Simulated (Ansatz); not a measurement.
# Ti2NF2 monolayer: from the cell to its phonons

Wanted: vibrations and spectra of Ti2NF2 monolayer; the cell is already relaxed. After the zone centre comes a 4×4×1 q mesh on a 20×20×1 k mesh.

Main program and level: Ansatz 0.2.0; DFT PBEsol, scalar-relativistic, plane waves, PAW.

**1. Set-up**

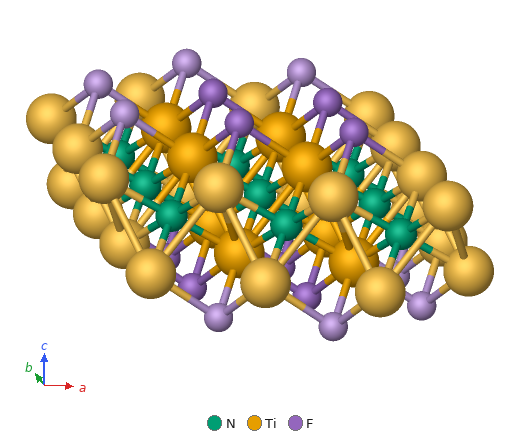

The starting structure, seen slightly off an axis (nitrogen teal, titanium orange, fluorine purple). 2×2×1 cells are drawn. Some periodic images of atoms are drawn too.

The cell holds 5 atoms: 1 N, 2 Ti and 2 F. Its edges and angles: a = 3.015 Å, b = 3.015 Å, c = 33.200 Å, α = 90.0°, β = 90.0°, γ = 120.0°. Vacuum lies along c.

Structure file:

```
N Ti F
1.0
     3.01531    0.00000    0.00000
    -1.50765    2.61133    0.00000
     0.00000    0.00000   33.20000
N Ti F
1 2 2
Direct
  0.00000 0.00000 0.30120
  0.33333 0.66667 0.33327
  0.66667 0.33333 0.26914
  0.66667 0.33333 0.37052
  0.33333 0.66667 0.23189
```

**2. Zone-centre response**

The cell comes from relaxations at this level that are not shown. The zone centre comes first: it holds the modes that light can see, as far as symmetry allows. No field response is asked, since the mesh shows no gap.

Contents of input.yaml:

```yaml
crystal:
  lattice:
    - [3.0153097645, 0.0, 0.0]
    - [-1.5076548823, 2.6113348563, 0.0]
    - [0.0, 0.0, 33.2]
  atoms:
    - { symbol: "N", position: [0.0, 0.0, 0.3012048193] }
    - { symbol: Ti, position: [0.3333333333, 0.6666666667, 0.3332737916] }
    - { symbol: Ti, position: [0.6666666667, 0.3333333333, 0.269135847] }
    - { symbol: F, position: [0.6666666667, 0.3333333333, 0.370520269] }
    - { symbol: F, position: [0.3333333333, 0.6666666667, 0.2318893696] }
  periodic: [true, true, false]
kpoints:
  mp_grid: { grid: [18, 18, 1] }
hamiltonian:
  xc: pbesol
scf:
  occupations: { method: methfessel_paxton, width: 0.15 }
output:
  eigenvalues: true
phonons:
  method: dfpt
```

On the command line:

```
$ ansatz run input.yaml --threads 8 --pin off --max-ram 14336MiB --backend cpu --events-out ev --progress --plain --runs-dir out
```

Numbers of over 12 decimals in the logs are rounded to 6 here.

Output:

```text
Warning: crystal.symmetry: narrowed to the stabiliser of the run's FFT grids — unitary ops 12 → 6. A phonons.method: dfpt run fills in the rows of the dynamical matrix that it does not solve by its symmetry operations, which is exact only for operations that map its FFT grids onto themselves: filled in by any other, the frequencies could depend on the order in which like atoms are typed, or, by more than the grids' own error, on where the crystal sits among the grids' points. Excluded: 6 operations. The run can therefore solve more perturbations, solve them on more k-points, or both, and cost more. [rest of the remark cut]
Engine: ansatz 0.2.0, aarch64-unknown-linux-gnu
Pseudopotentials: kind: paw
Pseudopotential: N, paw, valence charge 5, recommended cutoff 420 eV (normal), N.paw.azcp
Pseudopotential: Ti, paw, valence charge 12, recommended cutoff 420 eV (normal), Ti.paw.azcp
Pseudopotential: F, paw, valence charge 7, recommended cutoff 420 eV (normal), F.paw.azcp
Functional definition: PBEsol
  exchange = pbesol_x
  correlation = pbesol_c
Crystal: 5 atoms, lattice volume = 261.416 Å³
Basis set: ecut = 420 eV, 5007 PW (Γ), exchange–correlation on 48×48×450 points (8 copies of the dense FFT grid, shifted against one another)
Bands: 27, of which v1, the nominal top of the filled ones, is band 22 counted from 1 (21 counted from 0)
Symmetry: 12 space group operations
k-points: 91 of 324 (irreducible under 2 space group operations, time reversal used)
Non-local potential: N, projectors of the file, l = 0: 2, l = 1: 2, l = 2: 1
Non-local potential: Ti, projectors of the file, l = 0: 3, l = 1: 2, l = 2: 3, l = 3: 1
Non-local potential: F, projectors of the file, l = 0: 2, l = 1: 2, l = 2: 1
PAW form: soft (Blöchl's): semilocal exchange-correlation on the pseudo side does not see the compensation charge
PAW frozen core: N, regenerated for the run's functional, and the local potential with it (the file was generated under x = pbe(κ = 0.804, μ = 0.219515), c = pbe(β = 0.066725))
PAW frozen core: Ti, regenerated for the run's functional, and the local potential with it (the file was generated under x = pbe(κ = 0.804, μ = 0.219515), c = pbe(β = 0.066725))
PAW frozen core: F, regenerated for the run's functional, and the local potential with it (the file was generated under x = pbe(κ = 0.804, μ = 0.219515), c = pbe(β = 0.066725))
PAW one-centre angular grid: N, 110 points (default); XC on 64 Gauss nodes
PAW one-centre angular grid: Ti, 590 points (default); XC on 64 Gauss nodes
PAW one-centre angular grid: F, 110 points (default); XC on 64 Gauss nodes
Initial density: superposition of atomic densities (neutral atoms: chi_scale 0, normalization atom), corrected by the library's trained network
Initial wavefunctions: pseudopotential atomic-orbital guess
Functional: x = pbesol(κ = 0.804, μ = 0.123457), c = pbesol(β = 0.046)
SCF iter   1: F=—  HF=-6934.511699 eV  |F-HF|=—  |Δ(HF+E_count)|=         —  Δρ=5.57e-3  dr2=5.40e-2  ethr=1.77e-3  ⟨swp⟩=10.7  Hψ=17143  notcnv=0
preconditioner: auto → LDOS  [metal: Δε(μ)=0.020 eV  Ē_g=11.169 eV  σ=0.150 eV  W_gap=0.11  n_scr=20 (ndim 8)  ℏωp=11.9 eV  f_vac=0.786  D(μ)=2.13/eV (n_scr^D=12)  β→1.0]
SCF iter   2: F=—  HF=-6934.511865 eV  |F-HF|=—  |Δ(HF+E_count)|=   1.66e-4  S|Δr|=    0.00e0  Δρ=4.85e-3  dr2=3.34e-2  ethr=1.26e-4  ⟨swp⟩=3.0  Hψ=6965  notcnv=0  defer=56
SCF iter   3: F=—  HF=-6934.500846 eV  |F-HF|=—  |Δ(HF+E_count)|=   1.10e-2  S|Δr|=    0.00e0  Δρ=4.20e-4  dr2=3.50e-4  ethr=7.77e-5  ⟨swp⟩=3.4  Hψ=5830  notcnv=0  defer=56
SCF iter   4: F=—  HF=-6934.501014 eV  |F-HF|=—  |Δ(HF+E_count)|=   1.67e-4  S|Δr|=    0.00e0  Δρ=1.36e-4  dr2=3.98e-5  ethr=8.14e-7  ⟨swp⟩=3.7  Hψ=5728  notcnv=0  defer=56
SCF iter   5: F=—  HF=-6934.501033 eV  |F-HF|=—  |Δ(HF+E_count)|=   1.90e-5  S|Δr|=    0.00e0  Δρ=3.13e-5  dr2=1.46e-6  ethr=9.27e-8  ⟨swp⟩=3.0  Hψ=4810  notcnv=0  defer=56
SCF iter   6: F=—  HF=-6934.501025 eV  |F-HF|=—  |Δ(HF+E_count)|=   7.22e-6  S|Δr|=    0.00e0  Δρ=1.21e-5  dr2=3.20e-7  ethr=3.39e-9  ⟨swp⟩=3.7  Hψ=5857  notcnv=0  defer=56
SCF iter   7: F=—  HF=-6934.501026 eV  |F-HF|=—  |Δ(HF+E_count)|=   3.42e-7  S|Δr|=    0.00e0  Δρ=2.61e-6  dr2=8.01e-9  ethr=7.44e-10  ⟨swp⟩=3.0  Hψ=4292  notcnv=0  defer=56
SCF iter   8: F=—  HF=-6934.501026 eV  |F-HF|=—  |Δ(HF+E_count)|=   1.79e-7  S|Δr|=    0.00e0  Δρ=7.58e-7  dr2=1.33e-9  ethr=1.86e-11  ⟨swp⟩=3.5  Hψ=5779  notcnv=0  defer=56
SCF iter   9: F=—  HF=-6934.501026 eV  |F-HF|=—  |Δ(HF+E_count)|=   2.11e-8  S|Δr|=    0.00e0  Δρ=1.75e-7  dr2=5.15e-11  ethr=3.10e-12  ⟨swp⟩=3.1  Hψ=5218  notcnv=0  defer=56
SCF iter  10: F=-6934.501026 eV  HF=-6934.501026 eV  |F-HF|=1.55e-11  |Δ(HF+E_count)|=  8.19e-10  S|Δr|=    0.00e0  Δρ=2.85e-8  dr2=1.14e-12  ethr=1.00e-12  ⟨swp⟩=17.5  Hψ=20078  notcnv=0
SCF 1 converged in 10 iterations: F = -6934.501026 eV  dr2 = 1.14e-12
  greatest PAW one-centre occupation: 0.999 electrons in one spin orbital (limit 2), on the Ti atom at site 2 (counted from 0), in its partial waves of l = 0
DFPT response loops at Γ: preconditioner auto → none (partly filled bands, converged f_vac=0.786); β = 0.50; Broyden in place of MSR1
SCF converged after 10 iterations
Stability not checked: this state was not tested for a lower state beside it, because cold or Methfessel-Paxton smearing, or corrected tetrahedra, fill the levels in a way that the test cannot read (fill_not_monotonic; see scf.lower_state_search)
Free energy (F): -6934.501026 eV
Harris-Foulkes:  -6934.501026 eV  (|F-HF|=1.55e-11)
Internal energy: -6934.498284 eV  (E = F + TS)
E sigma→0 (E₀):  -6934.500340 eV
Entropy (-TS):   -0.002742 eV (-0.548 meV/atom)
Fermi energy:    -4.332446 eV
--- Per-component energies (eV) ---
  E_band       = -1087.062935
  E_kinetic    = 1095.728278
  E_local      = -140124.464443  (includes V_loc(G=0)·N_el)
  E_nonlocal   = 211.033698
  E_hartree    = 69374.504320
  E_xc         = -413.575582
  E_vxc        = -526.451410  (∫ρ·V_xc dr)
  E_paw        = -2554.997056  (= ΣΔE_a)
  E_vpaw       = -491.922038  (= ΣTr[D̂ρ^β])
  E_aug_tail   = 0.004270  (compensation charges beyond the density's cutoff)
  E_ewald      = 65476.876479
  E_core_change = 0.391753  (= ΣΔE_core)
  E_smearing   = -0.002742  (= −TS)
  E_closure    = 0.000000  (closes the sum)
  Σ components = -6934.501026   (vs F -6934.501026, Δ=0.00e0)
--- Band table (eV; the first three rows and the last of 91) ---
  k-point 0: bands = [... 18 lower, -9.3216, -9.3216, -5.0252, -5.0252, -4.2954, -2.9845, -2.9845, -2.9612, ... 1 higher]
  k-point 1: bands = [... 18 lower, -9.4196, -9.3506, -5.0867, -4.9694, -4.2956, -3.0626, -2.9840, -2.9053, ... 1 higher]
  k-point 2: bands = [... 18 lower, -9.6169, -9.4269, -5.2657, -4.8094, -4.2738, -3.1494, -2.9596, -2.9399, ... 1 higher]
  k-point 90: bands = [... 18 lower, -10.3228, -9.8512, -5.3216, -4.6982, -3.0368, -2.7906, -2.6195, -2.2155, ... 1 higher]
--- Phonons (Γ-DFPT): 10 representative perturbations + reference, on 91 of 324 k-points (Σ response iterations 55) ---
  ASR residual: 2.447e-5 → 0.000e0 eV/Å²; symmetrization residual: 2.730e-5 eV/Å²
  The last average, over the group as it would stand without the narrowing to the FFT grids, took up to 1.619e-6 eV/Å² of the zone centre's force constants
  ASR residual per site (eV/Å²): 2.45e-5 3.59e-6 5.04e-6 1.89e-5 1.90e-5
  Γ frequencies (cm⁻¹): 0.00 0.00 0.00 202.55 202.55 249.88 283.27 283.27 302.63 302.63 465.02 512.24 601.19 693.39 693.39
  non-analytic LO–TO correction: not included (Born effective charges unavailable; polar crystals: no LO–TO splitting at Γ)
```

It took 2.2 min on 8 threads of Arm Neoverse V2, shared host; peak memory 2.5 GiB; 17 min of CPU time.

In the SCF lines HF is the Harris–Foulkes energy and dr2 the Hartree energy of the density residual, in eV; the loop may stop once dr2 is under the threshold and the program's other checks hold. Hψ counts applications of the Hamiltonian.

This run has no spin polarisation, although Ti can carry a moment.

This step gave:

- gap on the k-mesh: 0 eV
- sum-rule residual before enforcement: 2.45e-5 eV/Å²
- point group: -3m
- area per atom: 1.575 Å²
- highest optical mode at the zone centre (no LO-TO term): 693.4 cm⁻¹
- lowest optical zone-centre mode: 202.6 cm⁻¹

Patterns of degenerate modes are one choice out of their space. Modes at Γ, with each element's share of the kinetic energy:

```tsv
mode	frequency (cm⁻¹)	symmetry	N %	Ti %	F %
1	0.0	acoustic	9	65	26
2	0.0	acoustic	9	65	26
3	0.0	acoustic	9	65	26
4	202.6	Eg	0	38	62
5	202.6	Eg	0	38	62
6	249.9	A1g	0	53	47
7	283.3	Eu	3	22	74
8	283.3	Eu	3	22	74
9	302.6	Eg	0	62	38
10	302.6	Eg	0	62	38
11	465.0	A2u	9	18	73
12	512.2	A1g	0	47	53
13	601.2	A2u	81	17	1
14	693.4	Eu	87	13	0
15	693.4	Eu	87	13	0
```

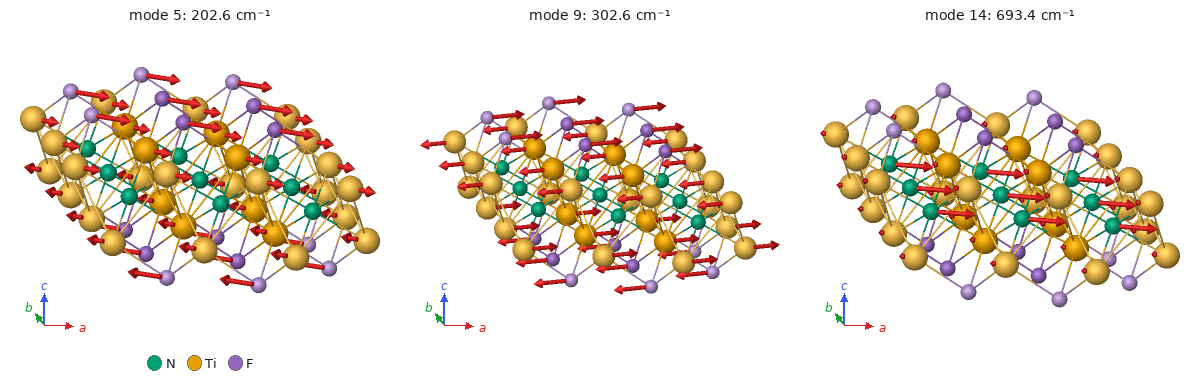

Displacement patterns of modes 5, 9 and 14 at Γ; arrows are exaggerated. 2×2×1 cells are drawn. Some periodic images of atoms are drawn too.

Before it was imposed, the acoustic sum rule was missed by 2.4e-5 eV/Å². Small misses are needed for a sound result but don't prove that mesh and cutoff are converged. The lowest optical mode is real, 203 cm⁻¹.

**3. The dispersion**

Stability and thermal properties need the whole zone. Linear response on a 4×4×1 q mesh gives force constants as far as a supercell of that size would.

Edit input.yaml of step 2 so:

```diff
@@ -13,3 +13,3 @@
 kpoints:
-  mp_grid: { grid: [18, 18, 1] }
+  mp_grid: { grid: [20, 20, 1] }
 hamiltonian:
@@ -22 +22,10 @@
   method: dfpt
+  qmesh: [4, 4, 1]
+  temperatures: { t_max: 1000, t_step: 50 }
+  qpath:
+    path:
+      - [0.0, 0.0, 0.0]
+      - [0.5, 0.0, 0.0]
+      - [0.33333333, 0.33333333, 0.0]
+      - [0.0, 0.0, 0.0]
+    npoints: 10
```

Output:

```text
[...]
Crystal: 5 atoms, lattice volume = 261.416 Å³
Basis set: ecut = 420 eV, 5007 PW (Γ), exchange–correlation on 48×48×450 points (8 copies of the dense FFT grid, shifted against one another)
Bands: 27, of which v1, the nominal top of the filled ones, is band 22 counted from 1 (21 counted from 0)
Symmetry: 12 space group operations
k-points: 44 of 400 (irreducible under 6 space group operations, time reversal used)
[...]
SCF iter   1: F=—  HF=-6934.515623 eV  |F-HF|=—  |Δ(HF+E_count)|=         —  Δρ=5.57e-3  dr2=5.40e-2  ethr=1.77e-3  ⟨swp⟩=10.8  Hψ=8215  notcnv=0
[...]
SCF iter  10: F=-6934.504927 eV  HF=-6934.504927 eV  |F-HF|=1.18e-10  |Δ(HF+E_count)|=   1.13e-9  S|Δr|=    0.00e0  Δρ=3.59e-8  dr2=2.67e-12  ethr=1.00e-12  ⟨swp⟩=17.4  Hψ=9651  notcnv=0
SCF 1 converged in 10 iterations: F = -6934.504927 eV  dr2 = 2.67e-12
[...]
phonons: the bands overlap, so this run is a metal and interpolates without the dipole-dipole term. If the crystal is really an insulator or semiconductor, its LO-TO splitting is missing
NSCF: frozen V_eff on 44 k-points
[...]
DFPT response loops at q = (0, 0, 0) (fractional): preconditioner auto → none (partly filled bands, converged f_vac=0.786); β = 0.50; Broyden in place of MSR1
[...]
SCF converged after 10 iterations
[...]
Free energy (F): -6934.504927 eV
[...]
Internal energy: -6934.506371 eV  (E = F + TS)
E sigma→0 (E₀):  -6934.505288 eV
Entropy (-TS):   0.001444 eV (0.289 meV/atom)
Fermi energy:    -4.344349 eV
[...]
--- Band table (eV; the first three rows and the last of 44) ---
  k-point 0: bands = [... 18 lower, -9.3199, -9.3199, -5.0247, -5.0247, -4.2956, -2.9843, -2.9843, -2.9613, ... 1 higher]
  k-point 1: bands = [... 18 lower, -9.4000, -9.3435, -5.0745, -4.9793, -4.2962, -3.0529, -2.9843, -2.9036, ... 1 higher]
  k-point 2: bands = [... 18 lower, -9.6029, -9.4072, -5.2209, -4.8483, -4.2818, -3.1349, -2.9669, -2.9329, ... 1 higher]
  k-point 43: bands = [... 18 lower, -10.5426, -9.8611, -4.6665, -4.2363, -4.0829, -2.6245, -2.5049, -2.4804, ... 1 higher]
--- Phonons (Γ-DFPT): 10 representative perturbations + reference (Σ response iterations 51) ---
  ASR residual: 8.435e-5 → 0.000e0 eV/Å²; symmetrization residual: 1.093e-5 eV/Å²
[...]
ASR residual per site (eV/Å²): 8.44e-5 1.63e-5 2.65e-5 6.89e-6 2.25e-5
[...]
--- Phonons (arbitrary-q DFPT): 4 irreducible q on the 4×4×1 mesh ---
  q = [0.0000, 0.0000, 0.0000] (star 1, of the zone-centre solve; hermiticity 9.26e-7, symmetrization 5.58e-11, taken by the last average 3.34e-7): -0.00 -0.00 -0.00 202.45 202.45 261.26 283.25 283.25 308.62 308.62 467.37 517.66 602.84 694.84 694.84
  q = [0.0000, 0.2500, 0.0000] (star 6, 15 solved perturbations on 210 of 400 k-point pairs; hermiticity 7.77e-7, symmetrization 1.47e-10, taken by the last average 1.07e-6): 108.33 132.20 196.05 207.01 233.28 257.12 281.53 284.17 301.45 350.92 430.90 441.62 594.75 684.85 691.68
[...]
q = [0.2500, 0.2500, 0.0000] (star 6, 10 solved perturbations in 3050 linear systems a pass and spin channel, the states on 400 of 400 k-point pairs; hermiticity 3.96e-7, symmetrization 8.99e-11, taken by the last average 3.81e-7): 187.19 190.74 222.76 235.58 247.57 254.84 268.03 276.09 302.29 336.04 391.24 401.02 598.14 665.63 693.08
  sum rule: each row above includes the acoustic sum rule's correction from the zone centre's row sums; it moved no ω² by more than (1.28 cm⁻¹)²
  mesh force constants: q→R imaginary residual 4.61e-18; ASR residual 8.435e-5 → 0.000e0 eV/Å²; symmetrization residual 2.487e-14 eV/Å²
  interpolated dispersion: 31 rows × 15 modes
  density of states and harmonic sums: on the 24×24×1 q-mesh, interpolated from the force constants of a 4×4×1 supercell (no non-analytic term)
  largest difference from the sums on the solved wave vectors: F 4.60e-2 eV, S 6.17e-5 and C_V 1.57e-5 eV/K
  zero-point energy: 0.323751 eV/cell   skipped modes (ω ≤ 0): 3   left out of the sums: 3.47e-4 of the cell's modes: C_V's classical limit lies that fraction below 3 k_B per atom; for a crystal, a wire or a layer, F and S can be off by more, and a phonons.interpolated_qmesh denser along its periods is the remedy for the sampling
```

Run time: 17 min. Hardware: 8 threads; peak memory 5.7 GiB.

Numbers from this step:

```yaml
sum_rule_residual_before_enforcement: 8.44e-5 eV/Å²
lowest_frequency_on_the_path: 0 cm⁻¹
highest_frequency_on_the_path_or_at_a_solved_wavevector: 696.7 cm⁻¹
mean_frequency: 348.2 cm⁻¹
highest_optical_mode_at_the_zone_centre_no_lo_to_term: 694.8 cm⁻¹
lowest_optical_zone_centre_mode: 202.4 cm⁻¹
lowest_mode_on_the_q_mesh_acoustic_modes_at_gamma_apart: 108.3 cm⁻¹
zero_point_energy_per_atom: 64.75 meV
heat_capacity_at_300_k: 19.52 J/(mol atoms K)
vibrational_entropy_at_300_k: 18.37 J/(mol atoms K)
edges_of_the_widest_gap_between_branches_on_path_and_mesh: 517.7, 594.5 cm⁻¹
```

Frequencies (cm⁻¹) solved at each irreducible wavevector; negative means imaginary. Frequencies by wavevector, by row:

```tsv
q in reciprocal lattice units	star	mode 1	mode 2	mode 3	mode 4	mode 13	mode 14	mode 15
0 0 0	1	0	0	0	202.4	602.8	694.8	694.8
0 0.25 0	6	108.3	132.2	196.1	207	594.8	684.9	691.7
0 -0.5 0	3	184.9	201.4	208.6	251.6	595.6	667.8	688.9
0.25 0.25 0	6	187.2	190.7	222.8	235.6	598.1	665.6	693.1
```

Interpolated from a 4×4×1 q mesh. Phonon branches along the path, in cm⁻¹:

```tsv
point	branch 1	branch 2	branch 3	branch 4	branch 12	branch 13	branch 14	branch 15
Γ	0	0	0	202	518	603	695	695
M	185	201	209	252	422	596	668	689
K	210	210	219	247	386	601	676	676
Γ	0	0	0	202	518	603	695	695
```

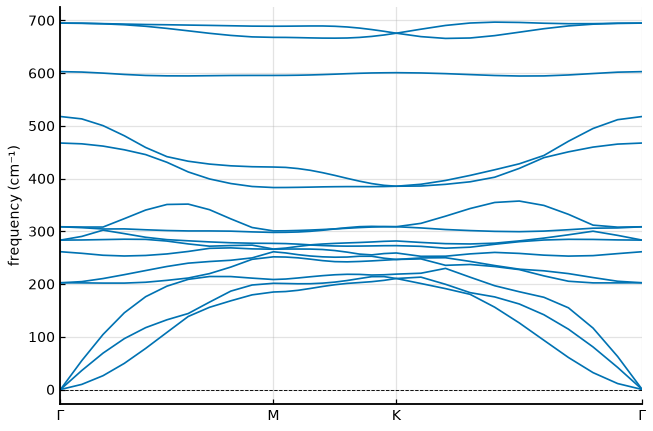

Phonon branches along the path.

The phonon density of states has structure finer than the step of the table below, so its rows give means over 25 cm⁻¹, whole bins alone (the curve runs from 5 to 695 cm⁻¹). Peaks (cm⁻¹: height): 215.0: 0.0603, 275.0: 0.124, 305.0: 0.0974, 385.0: 0.0369, 595.0: 0.0925.

Tetrahedra on a 24×24×1 mesh, mean over bins of 10 cm-1. Interpolated from a 4×4×1 q mesh. Table of phonon density of states by wavenumber; means over each step:

```tsv
wavenumber (cm⁻¹)	phonon density of states (1/cm⁻¹/cell)
25	0.00220
50	0.00320
75	0.00430
100	0.00593
125	0.00899
150	0.0147
175	0.0262
200	0.0462
225	0.0528
250	0.0609
275	0.0821
300	0.0561
325	0.0194
350	0.0155
375	0.0117
400	0.0273
425	0.0240
450	0.0113
475	0.00419
500	0.00215
525	4.6e-4
550	0
575	0.00463
600	0.035
625	3.7e-4
650	0.00648
675	0.0371
```

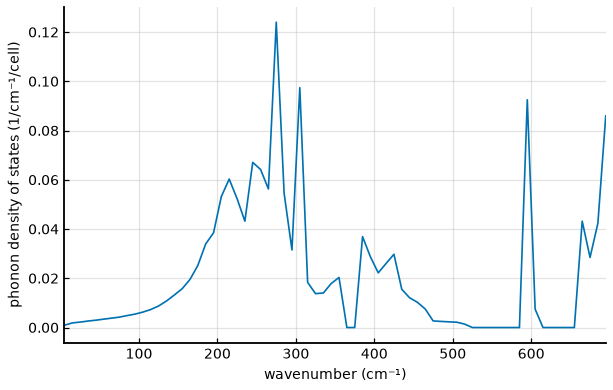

Phonon density of states against wavenumber.

(Part 1 of 2 ends here.)

[Logs are printed without paths, hosts, clocks, repeated set-up lines and the standing remarks that a program may print on its own settings, such as how far it seeks lower states.]

[Hosts, paths, dates, database ids (printed as entryN), source tags and the programs' standing remarks are cut or masked in the printed files.]
